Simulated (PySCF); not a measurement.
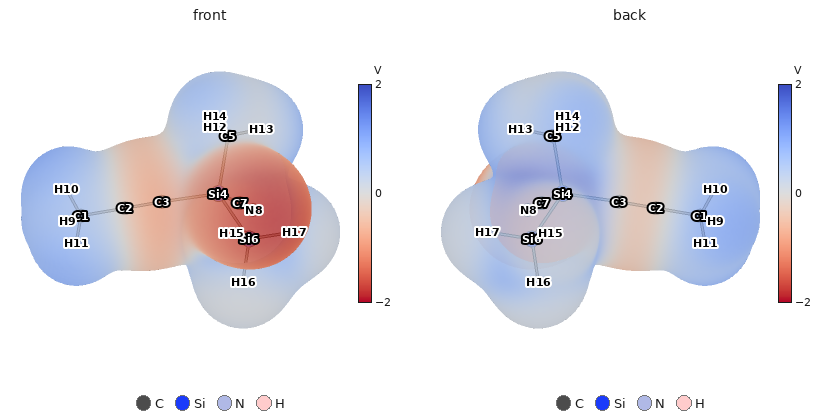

Figure. C₅H₉NSi₂. The molecular electrostatic potential painted on the density surface at 0.001 e/bohr³, seen from the front and from behind; the colour scale runs from red (negative) to blue (positive).

Geometry: GFN2-xTB.

Computed with PBE0/pcSseg-1, SCF density, gas phase, non-relativistic in PySCF 2.14.0.

Input file:

```
{"job": {"kind": "nmr", "xc": "PBE0", "basis": "pcSseg-1"}, "charge": 0, "multiplicity": 1}
C      3.547567     0.409008     0.447326
C      2.120070     0.193481     0.410563
C      0.928865     0.005432     0.386000
Si    -0.906132    -0.217199     0.329301
C     -1.297623    -1.833015    -0.605298
Si    -2.073730     1.653057    -0.395413
C     -1.323157    -0.575471     2.126263
N     -1.608468    -0.759085     3.221107
H      3.870443     0.926519    -0.456121
H      4.067844    -0.546277     0.514487
H      3.806989     1.014875     1.315336
H     -1.007563    -1.753343    -1.649619
H     -2.360409    -2.059999    -0.573490
H     -0.766326    -2.680149    -0.179847
H     -1.698650     1.987541    -1.772811
H     -1.784405     2.816709     0.442896
H     -3.522315     1.429947    -0.377311
```

Run with:

```sh
OMP_NUM_THREADS=1 python probes_run.py task.json out
```

Describe the electrostatic potential map.

The most negative region (about −1.7 V, or −39 kcal/mol for a unit charge) lies over N8, the most positive (about +1.0 V, or +23 kcal/mol for a unit charge) over Si4 and Si6. N8 is the likeliest acceptor of a hydrogen bond.

How polar is the molecule by this calculation?

Its dipole moment is 4.59 D.
